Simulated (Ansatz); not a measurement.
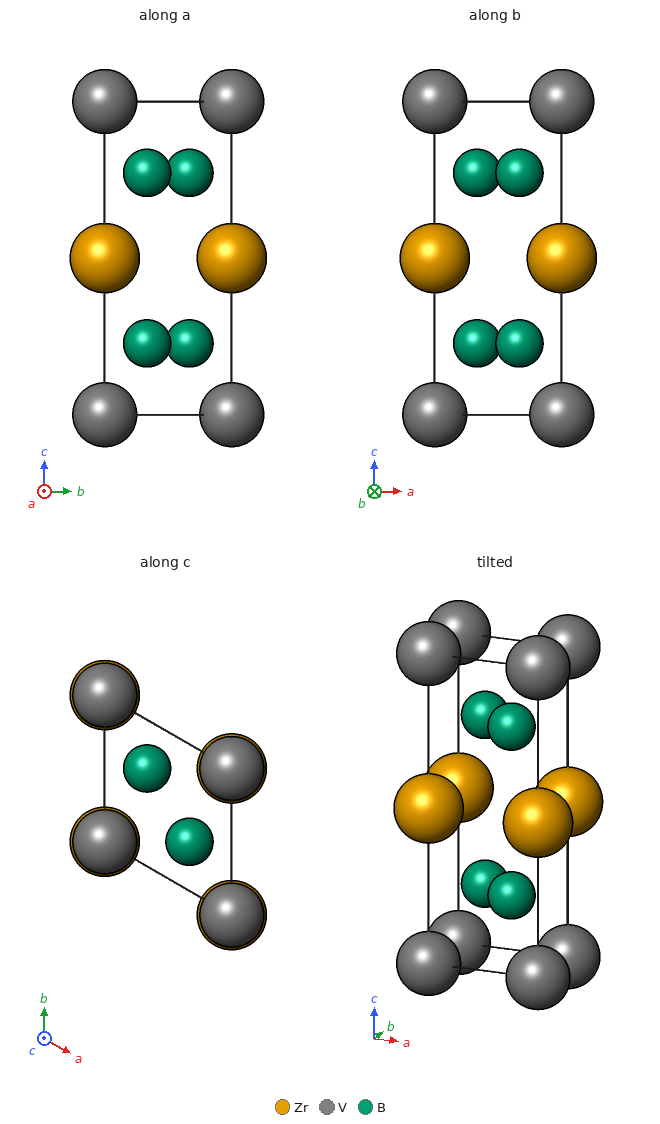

The image is a spheres-only drawing of a crystal, viewed along the a axis, along the b axis, along the c axis and slightly off an axis. The parallelepiped is the conventional unit cell.

Lattice parameters: a = 3.085 Å, b = 3.085 Å, c = 6.587 Å, α = 90.00°, β = 90.00°, γ = 120.00°.

Q: From the views, write a table of Wyckoff sites, with free fractional coordinates to two decimals.

A: Space group P6/mmm (No. 191).
```
atom  site       x       y     z
  Zr    1b    0.00    0.00  0.50
   V    1a    0.00    0.00  0.00
   B    4h  0.3333  0.6667  0.77
```

The structure comes from a structure type filled with these elements by a generator (whether the compound takes this form wasn't checked). Earlier steps of the study may have refined or changed the cell and positions. It was the input of a calculation with Ansatz.
